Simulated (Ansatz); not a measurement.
Start from CuI in the zinc blende structure (space group F-43m, No. 216; a = 6.0228 Å).

One thing is altered: an isotropic linear strain of +3.00 %; the atoms relax in the strained cell.

The values are results of r2SCAN (Ansatz, a program for electronic structure; PAW; 500 eV plane waves; spin-orbit coupling left out), not measurements.

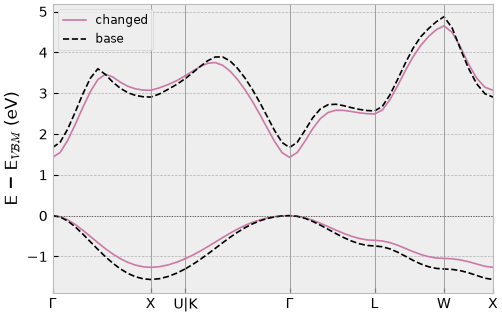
Fig. 1. Highest valence and lowest conduction band along the path, each from its own valence-band maximum

Task: From the figure, how large is the changed gap, and is it direct?

Result: About 1.4 eV, direct at Γ.

Spin-orbit coupling, missing from the scalar runs, can matter with I. Stability against distortions was not tested. The final runs are not spin-polarised.
